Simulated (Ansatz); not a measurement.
```yaml
atoms:
  - { symbol: C, position_ang: [-0.7759, -0.5657, 0.8883] }
  - { symbol: Si, position_ang: [-1.0700, -1.2335, 2.5515] }
  - { symbol: Zn, position_ang: [-3.2078, -0.9538, 1.5575] }
  - { symbol: H, position_ang: [-1.4921, -0.2848, 0.0779] }
  - { symbol: H, position_ang: [0.2581, -0.3698, 0.5255] }
  - { symbol: H, position_ang: [-4.3296, -0.5766, 0.4486] }
```

Geometry: PBE-D3(BJ)/def2-SVPD.

The calculation used isolated molecule in a Gaussian basis; Kohn-Sham density functional theory, functional PBE0 (Ansatz 0.2.0).

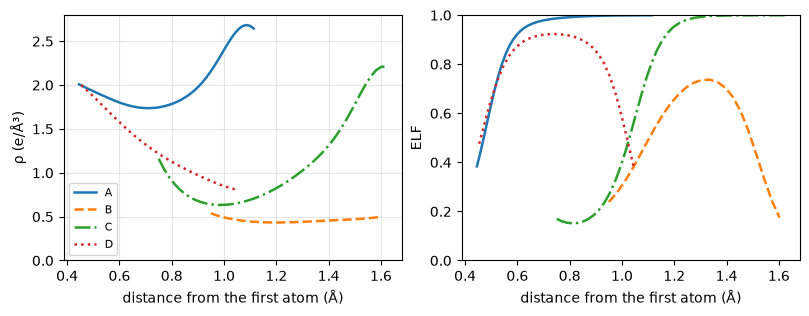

CH3SiZn (charge −1). Total electron density and electron localisation function along straight lines between neighbouring atoms. The curves leave out the atomic cores.

Which curve belongs to which contact (C–H, C–Si, Zn–H and Zn–Si)? The first atom named is at distance zero.

Curve A: C–H (1.11 Å): the density is about 1.9 e/Å³ at the midpoint; the ELF climbs to about 1 towards the hydrogen, as it does in any bond to H (an ordinary covalent bond to hydrogen). Curve B: Zn–Si (2.37 Å): ρ at the midpoint is about 0.43 e/Å³; the ELF peaks at about 0.75 in the valence shell of Si, 1.0 Å from its nucleus, and is about 0.65 at the midpoint. Curve C: Zn–H (1.62 Å): ρ is about 0.87 e/Å³ halfway; the ELF climbs to about 1 towards the hydrogen. Curve D: C–Si (1.82 Å): the density is about 0.96 e/Å³ at the midpoint; the ELF peaks at about 0.90 between the atoms; localised, covalent bonding.
